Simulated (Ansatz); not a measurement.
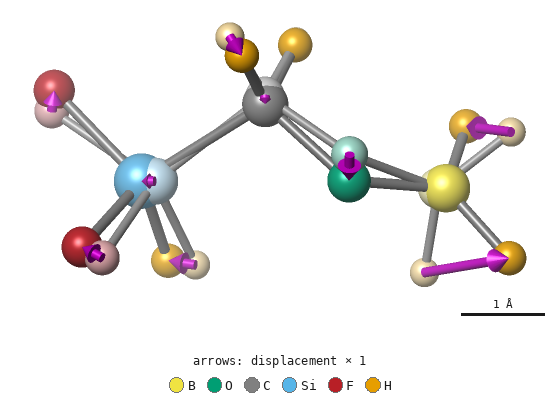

This is a relaxation of CH$_{5}$BF$_{2}$OSi (coarse preliminary run). The starting structure is drawn faded, the final one solid; purple arrows show the displacements, at their true length. The two geometries are superimposed by the best rigid fit.

Style: ball-and-stick. Shown at a tilt.

The start comes from a force field.

These are results of RKS PBE-D4/def2-SVP in Ansatz 0.2.0, not measurements. (force threshold 0.03 eV/Å; at most 200 steps)

> Which element moves most?

Hydrogen: up to 1.43 Å, against 0.42 Å for oxygen.

> What did the optimiser do to the structure, and how much energy did it gain?

Over 16 accepted moves (20 points after the start) the energy falls by 1.551 eV. Largest force component: 3.9 eV/Å at the start, 0.012 eV/Å at the end. The line search rejected the trial steps at points 10, 14, 18, 19 of the run. The largest move after the best rigid fit is that of an H atom, 1.43 Å. Largest moves by element: H 1.43 Å, O 0.42 Å, F 0.32 Å, Si 0.17 Å, C 0.10 Å, B 0.10 Å. Some distances before and after: B–O 1.504 → 1.353 Å, C–Si 1.785 → 1.890 Å, F–Si 1.729 → 1.627 Å, B–H 1.141 → 1.223 Å. Among the angles between lasting bonds that change: B–O–C 110.8° → 122.8°, C–Si–F 113.4° → 107.4°, O–C–Si 113.7° → 109.4°. Groups turn about B–O by about 90°, C–O by about 25°. Cost: 21 s on 4 threads of Intel Xeon Platinum 8488C, with other jobs on the host.
